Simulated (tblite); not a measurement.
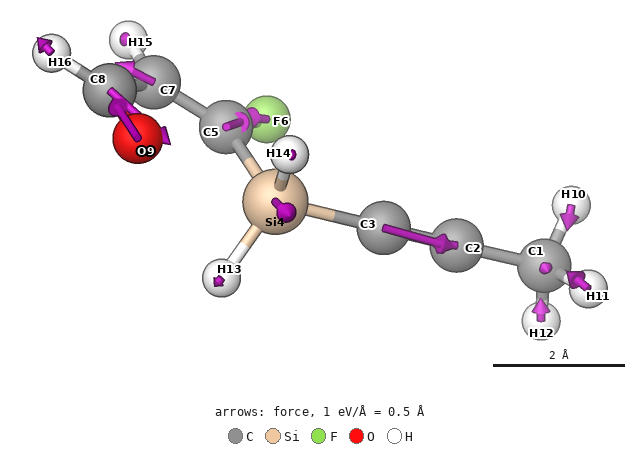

Starting geometry of C6H7FOSi with the computed forces as purple arrows. The picture is a ball-and-stick view, seen from a free direction.

Theory: GFN2-xTB geometry optimisation, gas phase in tblite 0.8.0. 

**What follows when this structure is relaxed?**

It isn't relaxed: the largest force vector, on C8, is 2.68 eV/Å. The final displacements have little in common with the starting forces (cosine between the two patterns 0.17). The energy falls by 40.2 kJ/mol in 72 geometry steps. The atom that moves furthest after the best rigid fit is F6 (0.36 Å). By element the largest moves are F 0.36 Å, H 0.35 Å, Si 0.26 Å, O 0.22 Å, C 0.20 Å. Near-neighbour distances that change, for instance: Si4–O9 2.636 → 2.464 Å, Si4–C5 1.833 → 1.918 Å, C5–F6 1.385 → 1.335 Å, C7–C8 1.478 → 1.435 Å. Among the angles between lasting bonds that change: H13–Si4–H14 111.1° → 121.1°, C3–Si4–H13 113.1° → 107.4°, C5–C7–H15 118.4° → 123.9°. Cost: 0.89 s on 1 thread of Arm Neoverse N1 (shared host).
